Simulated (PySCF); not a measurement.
Run report: CH2ClGeO2 (charge −1), property calculation

System: CH2ClGeO2, charge −1.
Method: HF/pc-1, RHF (PySCF 2.14.0).

The geometry comes from this level: GFN2-xTB.

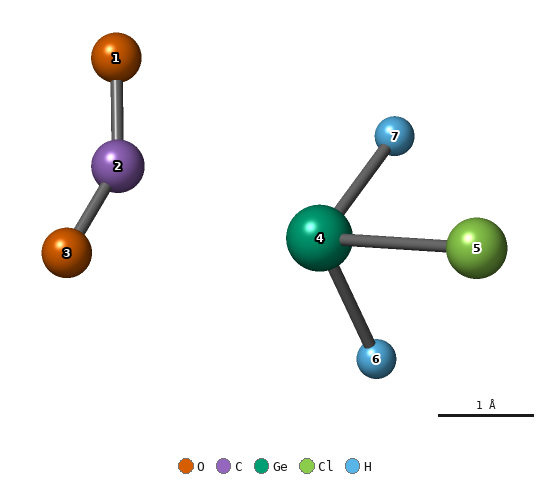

Figure 1. The input geometry (ball-and-stick view, seen at a tilt; atoms are numbered from 1 in the order of the input). Sticks mark near contacts.

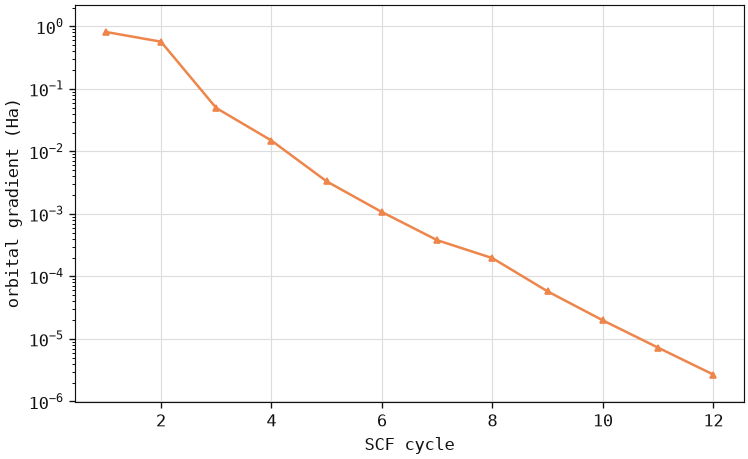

Figure 2. Convergence of the self-consistent field: orbital gradient against the SCF cycle. The residual falls at every step.

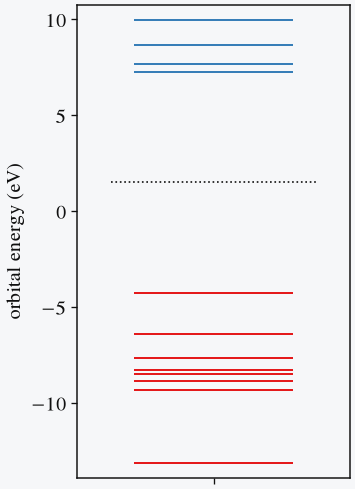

Figure 3. Orbital energies near the frontier; the dotted line parts filled from empty levels, and levels within 0.02 eV of each other stand side by side. Highest filled −4.25 eV, lowest empty 7.26 eV, 11.51 eV apart.

The input that produced these results follows, with the program's output.

Input file (run.py)
```python
import numpy
from pyscf import gto, scf, lo

molecule = gto.M(
    atom='''
O        0.439030      -2.152580      -0.500490
C       -0.099680      -1.656490       0.424420
O       -0.692340      -1.792780       1.435260
Ge       0.175650       0.715100      -0.002830
Cl      -1.627750       1.695950      -0.928820
H        0.631650       2.089860       0.820180
H        1.173450       1.100930      -1.247730
''',
    spin=0,
    basis='pc-1',
    verbose=4,
    charge=-1,
    max_memory=1860,
)

hf = scf.RHF(molecule)
hf.conv_tol = 1e-10
hf.kernel()
if not hf.converged:
    hf = hf.newton().run(hf.mo_coeff, hf.mo_occ)

e_final = hf.e_tot
print('Final energy', e_final)
hf.analyze()
quad = hf.quad_moment()
occ = hf.mo_coeff[:, hf.mo_occ > 0]
iaos = lo.vec_lowdin(lo.iao.iao(molecule, occ), hf.get_ovlp())
c = iaos.T @ hf.get_ovlp() @ occ
pop_iao, q_iao = scf.hf.mulliken_pop(lo.iao.reference_mol(molecule), (c * hf.mo_occ[hf.mo_occ > 0]) @ c.T, numpy.eye(c.shape[0]), verbose=0)
print('IAO charges', numpy.round(q_iao, 4))
```

Run as:
```bash
OMP_NUM_THREADS=1 python run.py
```

Log
```
PySCF version 2.14.0

[INPUT] num. atoms = 7
[INPUT] num. electrons = 74
[INPUT] charge = -1
[INPUT] spin (= nelec alpha-beta = 2S) = 0
[INPUT] symmetry False subgroup None
[INPUT] Mole.unit = angstrom
[INPUT] Symbol           X                Y                Z      unit          X                Y                Z       unit  Magmom
[INPUT]  1 O      0.439030000000  -2.152580000000  -0.500490000000 AA    0.829646460468  -4.067786661216  -0.945789028084 Bohr   0.0
[INPUT]  2 C     -0.099680000000  -1.656490000000   0.424420000000 AA   -0.188367900097  -3.130312428081   0.802037561788 Bohr   0.0
[INPUT]  3 O     -0.692340000000  -1.792780000000   1.435260000000 AA   -1.308332985081  -3.387863201598   2.712248317543 Bohr   0.0
[INPUT]  4 Ge     0.175650000000   0.715100000000  -0.002830000000 AA    0.331930393780   1.351343151676  -0.005347924933 Bohr   0.0
[INPUT]  5 Cl    -1.627750000000   1.695950000000  -0.928820000000 AA   -3.076001699261   3.204881020956  -1.755215419019 Bohr   0.0
[INPUT]  6 H      0.631650000000   2.089860000000   0.820180000000 AA    1.193645506582   3.949263038684   1.549915572846 Bohr   0.0
[INPUT]  7 H      1.173450000000   1.100930000000  -1.247730000000 AA    2.217499120871   2.080456182317  -2.357867977404 Bohr   0.0

nuclear repulsion = 398.619501498351
number of shells = 19
number of NR pGTOs = 203
number of NR cGTOs = 97
basis = pc-1
ecp = {}

******** <class 'pyscf.scf.hf.RHF'> ********
method = RHF
initial guess = minao
damping factor = 0
level_shift factor = 0
DIIS = <class 'pyscf.scf.diis.CDIIS'>
diis_start_cycle = 1
diis_space = 8
diis_damp = 0
SCF conv_tol = 1e-10
SCF conv_tol_grad = None
SCF max_cycles = 50
direct_scf = True
direct_scf_tol = 1e-13
Set gradient conv threshold to 1e-05
Initial guess from minao.
init E= -2723.15972597739
  HOMO = -0.216373209701617  LUMO = 0.0341157219882482  gap/eV = 6.81615
cycle= 1 E= -2723.38230322342  delta_E= -0.223  |g|= 0.815  |ddm|= 2.58
  HOMO = -0.17127091663112  LUMO = 0.227778929515473  gap/eV = 10.85870
cycle= 2 E= -2723.46218193817  delta_E= -0.0799  |g|= 0.569  |ddm|= 0.86
  HOMO = -0.152570301319793  LUMO = 0.264560239795257  gap/eV = 11.35070
cycle= 3 E= -2723.52149856831  delta_E= -0.0593  |g|= 0.0495  |ddm|= 0.342
  HOMO = -0.154000562116735  LUMO = 0.266788775390459  gap/eV = 11.45026
cycle= 4 E= -2723.52248600774  delta_E= -0.000987  |g|= 0.0149  |ddm|= 0.0866
  HOMO = -0.156269689867704  LUMO = 0.266666607667983  gap/eV = 11.50868
cycle= 5 E= -2723.52258672462  delta_E= -0.000101  |g|= 0.00331  |ddm|= 0.031
  HOMO = -0.156152277123809  LUMO = 0.266838855836866  gap/eV = 11.51018
cycle= 6 E= -2723.52259547018  delta_E= -8.75e-06  |g|= 0.00107  |ddm|= 0.011
  HOMO = -0.156260349889323  LUMO = 0.266868048217602  gap/eV = 11.51391
cycle= 7 E= -2723.52259643147  delta_E= -9.61e-07  |g|= 0.00038  |ddm|= 0.00357
  HOMO = -0.156252483167811  LUMO = 0.266883562191009  gap/eV = 11.51412
cycle= 8 E= -2723.52259652237  delta_E= -9.09e-08  |g|= 0.000196  |ddm|= 0.000796
  HOMO = -0.156247107929719  LUMO = 0.266890535034307  gap/eV = 11.51416
cycle= 9 E= -2723.52259654265  delta_E= -2.03e-08  |g|= 5.76e-05  |ddm|= 0.000369
  HOMO = -0.156248900326112  LUMO = 0.266889938863208  gap/eV = 11.51419
cycle= 10 E= -2723.52259654572  delta_E= -3.06e-09  |g|= 1.98e-05  |ddm|= 0.000177
  HOMO = -0.1562491101298  LUMO = 0.26688940720356  gap/eV = 11.51419
cycle= 11 E= -2723.52259654608  delta_E= -3.58e-10  |g|= 7.24e-06  |ddm|= 6.3e-05
  HOMO = -0.15624878819348  LUMO = 0.266889786257114  gap/eV = 11.51419
cycle= 12 E= -2723.52259654614  delta_E= -6.23e-11  |g|= 2.69e-06  |ddm|= 2.82e-05
  HOMO = -0.156248937621564  LUMO = 0.26688959937348  gap/eV = 11.51419
Extra cycle  E= -2723.52259654614  delta_E= 4.55e-13  |g|= 1.54e-06  |ddm|= 3.97e-06
converged SCF energy = -2723.52259654614
Final energy -2723.5225965461395
**** SCF Summaries ****
Total Energy =                       -2723.522596546139539
Nuclear Repulsion Energy =             398.619501498351383
One-electron Energy =                -4598.460336518083750
Two-electron Energy =                 1476.318238473592828
Two-electron Coulomb Energy =         1603.868225892503460
DFT Exchange-Correlation Energy =     -127.549987418910632
HOMO-LUMO gap [eV] =                    11.514186070110174
**** MO energy ****
MO #1   energy= -404.972813984045  occ= 2
MO #2   energy= -104.595193803354  occ= 2
MO #3   energy= -51.9306409339087  occ= 2
MO #4   energy= -46.0241724153455  occ= 2
MO #5   energy= -46.0234574048521  occ= 2
MO #6   energy= -46.0226611293325  occ= 2
MO #7   energy= -20.4071186197884  occ= 2
MO #8   energy= -20.4039805873071  occ= 2
MO #9   energy= -11.2638657548273  occ= 2
MO #10  energy= -10.34628240446    occ= 2
MO #11  energy= -7.81763378875272  occ= 2
MO #12  energy= -7.81547392039047  occ= 2
MO #13  energy= -7.81543696560235  occ= 2
MO #14  energy= -7.02429938835559  occ= 2
MO #15  energy= -5.00236658554276  occ= 2
MO #16  energy= -4.99896191001305  occ= 2
MO #17  energy= -4.99658301378386  occ= 2
MO #18  energy= -1.47795170690162  occ= 2
MO #19  energy= -1.47442286276268  occ= 2
MO #20  energy= -1.47130000837043  occ= 2
MO #21  energy= -1.46946192375922  occ= 2
MO #22  energy= -1.46656571877903  occ= 2
MO #23  energy= -1.32470345422728  occ= 2
MO #24  energy= -1.2494120707895   occ= 2
MO #25  energy= -0.890361981024288 occ= 2
MO #26  energy= -0.605148019851446 occ= 2
MO #27  energy= -0.549071119770108 occ= 2
MO #28  energy= -0.5325536883537   occ= 2
MO #29  energy= -0.499990216110969 occ= 2
MO #30  energy= -0.482122860016157 occ= 2
MO #31  energy= -0.342548609759303 occ= 2
MO #32  energy= -0.3253984275611   occ= 2
MO #33  energy= -0.311312595220285 occ= 2
MO #34  energy= -0.305145331396611 occ= 2
MO #35  energy= -0.282040213898993 occ= 2
MO #36  energy= -0.235228699687181 occ= 2
MO #37  energy= -0.156248937621564 occ= 2
MO #38  energy= 0.26688959937348   occ= 0
MO #39  energy= 0.282490670095649  occ= 0
MO #40  energy= 0.319387763136561  occ= 0
MO #41  energy= 0.366737107022148  occ= 0
MO #42  energy= 0.39654505047522   occ= 0
MO #43  energy= 0.504751286217598  occ= 0
MO #44  energy= 0.560896095422883  occ= 0
MO #45  energy= 0.601321341796693  occ= 0
MO #46  energy= 0.610260727099605  occ= 0
MO #47  energy= 0.62553624484632   occ= 0
MO #48  energy= 0.676415211608027  occ= 0
MO #49  energy= 0.699306567230615  occ= 0
MO #50  energy= 0.719231769892508  occ= 0
MO #51  energy= 0.769655109405397  occ= 0
MO #52  energy= 0.79480684165616   occ= 0
MO #53  energy= 0.817933121868533  occ= 0
MO #54  energy= 0.865638199339528  occ= 0
MO #55  energy= 0.90206882578721   occ= 0
MO #56  energy= 0.913402487173486  occ= 0
MO #57  energy= 0.923988149844641  occ= 0
MO #58  energy= 0.952421176363165  occ= 0
MO #59  energy= 1.0687219897419    occ= 0
MO #60  energy= 1.0766708999608    occ= 0
MO #61  energy= 1.11101041837194   occ= 0
MO #62  energy= 1.12152776147997   occ= 0
MO #63  energy= 1.17304118317655   occ= 0
MO #64  energy= 1.19860060510899   occ= 0
MO #65  energy= 1.22111890931888   occ= 0
MO #66  energy= 1.24237737888353   occ= 0
MO #67  energy= 1.2700599570223    occ= 0
MO #68  energy= 1.288607280899     occ= 0
MO #69  energy= 1.30697643436066   occ= 0
MO #70  energy= 1.36363026060246   occ= 0
MO #71  energy= 1.42958523299382   occ= 0
MO #72  energy= 1.44075030330592   occ= 0
MO #73  energy= 1.49200590492797   occ= 0
MO #74  energy= 1.63012666237893   occ= 0
MO #75  energy= 1.97966374284734   occ= 0
MO #76  energy= 1.99319196785836   occ= 0
MO #77  energy= 2.07737512531932   occ= 0
MO #78  energy= 2.23423213683639   occ= 0
MO #79  energy= 2.29085110898174   occ= 0
MO #80  energy= 2.31713778524695   occ= 0
MO #81  energy= 2.38741788395733   occ= 0
MO #82  energy= 2.47229984795235   occ= 0
MO #83  energy= 2.51087878825733   occ= 0
MO #84  energy= 2.56216306422767   occ= 0
MO #85  energy= 2.66086008051513   occ= 0
MO #86  energy= 2.66739345018011   occ= 0
MO #87  energy= 2.69626565977868   occ= 0
MO #88  energy= 2.71710804886887   occ= 0
MO #89  energy= 2.72485748391251   occ= 0
MO #90  energy= 2.77945746415351   occ= 0
MO #91  energy= 2.91983908572104   occ= 0
MO #92  energy= 3.08110105604497   occ= 0
MO #93  energy= 3.52066144670955   occ= 0
MO #94  energy= 3.60011369040428   occ= 0
MO #95  energy= 3.67051719133726   occ= 0
MO #96  energy= 3.74505283565775   occ= 0
MO #97  energy= 3.93663168572728   occ= 0
 ** Mulliken pop on meta-lowdin orthogonal AOs  **
 ** Mulliken pop  **
pop of  0 O 1s            1.99998
pop of  0 O 2s            1.67100
pop of  0 O 3s            0.00833
pop of  0 O 2px           1.60313
pop of  0 O 2py           1.66411
pop of  0 O 2pz           1.56906
pop of  0 O 3px           0.00389
pop of  0 O 3py           0.00591
pop of  0 O 3pz           0.00264
pop of  0 O 3dxy          0.00180
pop of  0 O 3dyz          0.00385
pop of  0 O 3dz^2         0.00420
pop of  0 O 3dxz          0.00449
pop of  0 O 3dx2-y2       0.00134
pop of  1 C 1s            1.99998
pop of  1 C 2s            0.80392
pop of  1 C 3s            0.02471
pop of  1 C 2px           0.76490
pop of  1 C 2py           0.78066
pop of  1 C 2pz           0.82924
pop of  1 C 3px           0.01157
pop of  1 C 3py           0.00882
pop of  1 C 3pz           0.02780
pop of  1 C 3dxy          0.00343
pop of  1 C 3dyz          0.00814
pop of  1 C 3dz^2         0.01028
pop of  1 C 3dxz          0.00625
pop of  1 C 3dx2-y2       0.00471
pop of  2 O 1s            1.99998
pop of  2 O 2s            1.67106
pop of  2 O 3s            0.00846
pop of  2 O 2px           1.58495
pop of  2 O 2py           1.72769
pop of  2 O 2pz           1.52501
pop of  2 O 3px           0.00369
pop of  2 O 3py           0.00632
pop of  2 O 3pz           0.00221
pop of  2 O 3dxy          0.00088
pop of  2 O 3dyz          0.00242
pop of  2 O 3dz^2         0.00542
pop of  2 O 3dxz          0.00574
pop of  2 O 3dx2-y2       0.00124
pop of  3 Ge 1s           2.00000
pop of  3 Ge 2s           1.99998
pop of  3 Ge 3s           1.99976
pop of  3 Ge 4s           1.42730
pop of  3 Ge 5s           0.00312
pop of  3 Ge 2px          2.00000
pop of  3 Ge 2py          2.00000
pop of  3 Ge 2pz          2.00000
pop of  3 Ge 3px          1.99990
pop of  3 Ge 3py          1.99993
pop of  3 Ge 3pz          1.99992
pop of  3 Ge 4px          0.52681
pop of  3 Ge 4py          1.02254
pop of  3 Ge 4pz          0.77372
pop of  3 Ge 5px          0.00434
pop of  3 Ge 5py          0.00383
pop of  3 Ge 5pz          0.00307
pop of  3 Ge 3dxy         1.99985
pop of  3 Ge 3dyz         1.99981
pop of  3 Ge 3dz^2        1.99989
pop of  3 Ge 3dxz         1.99978
pop of  3 Ge 3dx2-y2      1.99978
pop of  3 Ge 4dxy         0.00479
pop of  3 Ge 4dyz         0.00875
pop of  3 Ge 4dz^2        0.00342
pop of  3 Ge 4dxz         0.00871
pop of  3 Ge 4dx2-y2      0.00685
pop of  4 Cl 1s           2.00000
pop of  4 Cl 2s           1.99998
pop of  4 Cl 3s           1.88897
pop of  4 Cl 4s           0.00118
pop of  4 Cl 2px          2.00000
pop of  4 Cl 2py          2.00000
pop of  4 Cl 2pz          2.00000
pop of  4 Cl 3px          1.77428
pop of  4 Cl 3py          1.90750
pop of  4 Cl 3pz          1.91470
pop of  4 Cl 4px          0.00204
pop of  4 Cl 4py          0.00342
pop of  4 Cl 4pz          0.00312
pop of  4 Cl 3dxy         0.00249
pop of  4 Cl 3dyz         0.00086
pop of  4 Cl 3dz^2        0.00070
pop of  4 Cl 3dxz         0.00222
pop of  4 Cl 3dx2-y2      0.00130
pop of  5 H 1s            1.15838
pop of  5 H 2s            0.00275
pop of  5 H 2px           0.00017
pop of  5 H 2py           0.00136
pop of  5 H 2pz           0.00029
pop of  6 H 1s            1.16096
pop of  6 H 2s            0.00233
pop of  6 H 2px           0.00066
pop of  6 H 2py           0.00019
pop of  6 H 2pz           0.00113
 ** Mulliken atomic charges  **
charge of    0O =     -0.54370
charge of    1C =      0.71559
charge of    2O =     -0.54507
charge of    3Ge =      0.20417
charge of    4Cl =     -0.50275
charge of    5H =     -0.16296
charge of    6H =     -0.16527

WARN: System has nonzero charge -1; the dipole moment is origin-dependent.
Location of origin: [0. 0. 0.]

Dipole moment(X, Y, Z, Debye):  2.43651, -0.63721,  1.04189
Traceless quadrupole moment (Debye*A):

IAO charges [-0.5554  0.7366 -0.5568  0.2529 -0.4998 -0.1865 -0.191 ]
```

Results in brief

| quantity | value |
| --- | --- |
| outcome | converged |
| total energy | −2723.522597 hartree |
| basis functions | 97 |
| HOMO | −4.25 eV |
| LUMO | 7.26 eV |
| hardware | 1 thread of Arm Neoverse V1, 24 GiB of memory available, shared host |
| wall time | 3.3 s |
| peak memory | 0.2 GiB |
